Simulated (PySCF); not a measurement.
# F$_{3}$P, SMILES `FP(F)F`: electronic structure

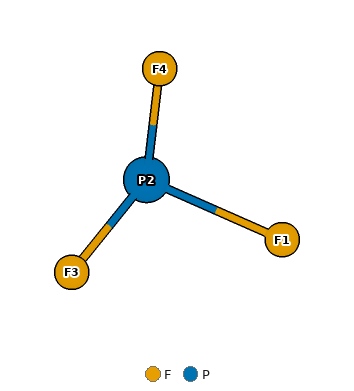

The molecule, with its atoms numbered as below. No frequency check shows the geometry to be a minimum.

Coordinates in Å:

```
F1      -1.1907    0.6338    0.3059
P2      -0.0000    0.0000   -0.5507
F3       1.1443    0.7143    0.3059
F4       0.0464   -1.3481    0.3059
```

### 1. Bonding charge

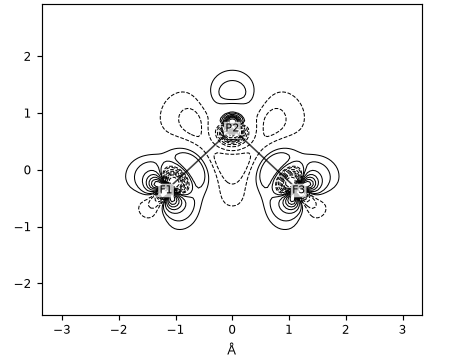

Deformation density (molecule less spherical, spin-averaged free atoms) in the plane of F1, P2 and F3; contours at ±0.05 to ±0.8 e/Å³; solid lines: gain, dashed lines: loss.

PySCF calculation, BLYP/def2-SVP, gas phase; geometry: GFN2-xTB.

How much density has each bond in this plane gained at its critical point, relative to the free atoms?

Answer. F1–P2 and P2–F3: −0.04 e/Å³ at the bond critical point (bond length 1.60 Å, Mayer order 1.1); up to 0.6 Å beside the axis the gain reaches +0.18 e/Å³. In all, 0.8 electrons gather in the regions of gain relative to the promolecule. A small or negative value marks a very polar bond, one between electron-rich atoms, whose free-atom densities already overlap strongly, a long bond to a heavier atom, or a closed-shell contact such as a hydrogen bond.

Where do the Hirshfeld charges lie?

Answer. The highest Hirshfeld charge is on P2 (+0.42 e), the lowest on F1, F3 and F4 (−0.14 e).

```json
{"atom": "F1", "charge (e)": "−0.14"}
{"atom": "P2", "charge (e)": "+0.42"}
{"atom": "F3", "charge (e)": "−0.14"}
{"atom": "F4", "charge (e)": "−0.14"}
```

### 2. Electrostatic potential

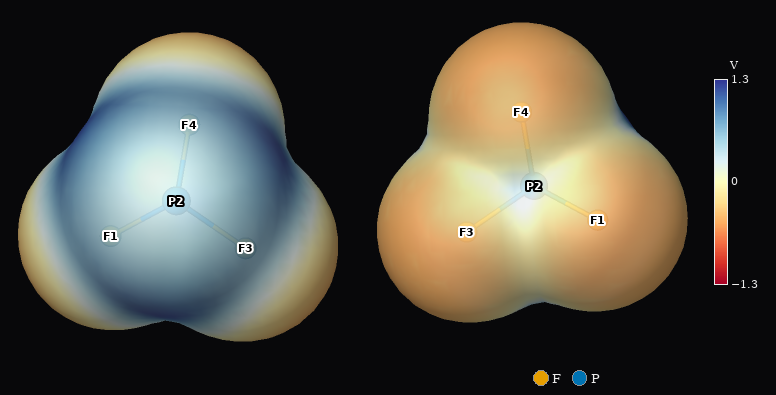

Electrostatic potential on the surface of electron density 0.001 a.u. (back view left, front view right).

Where are the extremes of the potential on the surface?

Answer. Highest: 1.22 V, off the P2–F4 bond (2.0 to 2.2 Å from its atoms), and at like points elsewhere. Further maxima include 0.30 V, near F4 (1.73 Å), F3 (1.89 Å) and F1 (1.90 Å), over P2 (2.1 Å). Lowest: −0.53 V, 1.6 Å from F3, and at like points elsewhere. Further minima include 0.37 V, 2.2 Å from P2. The surface is sampled at points, so like sites can differ by a few per cent and only the strongest of them is named.

### 3. Removing or adding an electron

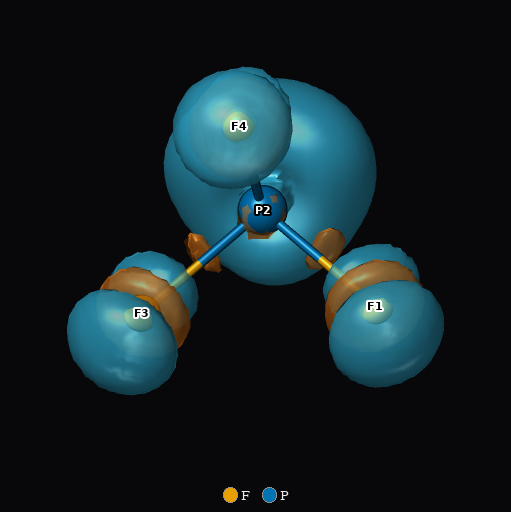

Fukui function f⁻ = ρ(N) − ρ(N−1) at fixed geometry, surfaces at ±0.04 e/Å³ (light blue positive, orange negative).

Computed with PySCF, B3LYP/6-31+G*, geometry: GFN2-xTB.

Which atoms respond most to the removal of an electron?

Answer. f⁻ (Hirshfeld-condensed) is largest on P2 (0.50); the vertical ionisation energy is 12.70 eV. Condensed values hint at sites of electrophilic attack but needn't mark the atom that reacts. Orbital relaxation makes it negative in places (0.13 e in all).

### 4. Localised orbitals

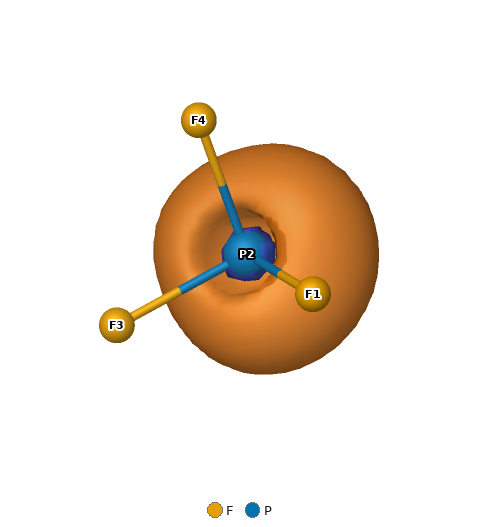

Intrinsic bond orbitals (IBO), occupied; each surface holds about 70 % of the orbital's density. Energies are diagonal elements of the Fock matrix.

Computed with PySCF, M06-2X/cc-pVDZ, geometry: GFN2-xTB.

What does this orbital represent?

Answer. Lone pair on P2 (sp0.4-type) (P2 100 %; −14.7 eV).

### 5. Stretching a bond

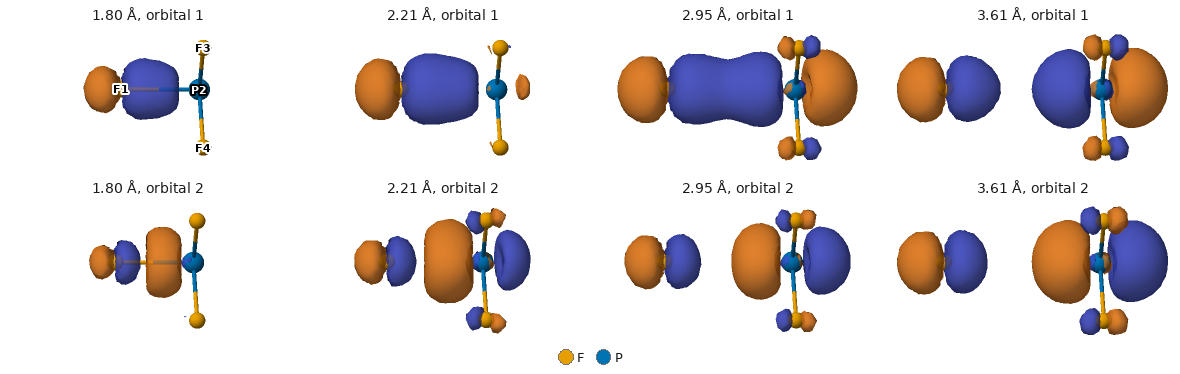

Rigid stretch of the F1–P2 bond. The two CASSCF(2,2) natural orbitals nearest half filling (orbital 1 the more occupied).

Computed with PySCF, def2-SVPD basis, geometry: GFN2-xTB.

How do the occupations change along the stretch?

Answer. 1.80 Å: 1.97 and 0.03; 2.21 Å: 1.91 and 0.09; 2.95 Å: 1.47 and 0.53; 3.61 Å: 1.17 and 0.83. At the longest distance computed (4.59 Å) they are 1.00 and 1.00, and the effective number of unpaired electrons is 2.0.

Where does the UHF solution part from RHF?

Answer. Between 2.21 Å (⟨S²⟩ = 0, the two coincide) and 2.54 Å (⟨S²⟩ = 0.85); at 4.59 Å ⟨S²⟩ is 1.03 and UHF lies 4.6 eV below RHF.

How much energy does the stretch cost?

Answer. By CASSCF, 4.4 eV from the lowest point of the scan (1.64 Å) to 4.59 Å; RHF gives 8.2 eV from its own lowest point. The fragments aren't relaxed and dynamic correlation is missing, so this isn't a bond dissociation energy.

The PySCF runs shown took 5.2 s, 70 s, 5.5 s and 3.6 min on 1 thread of Intel(R) Xeon(R) Platinum 8259CL CPU @ 2.50GHz (Skylake/Cascade Lake) (shared host).
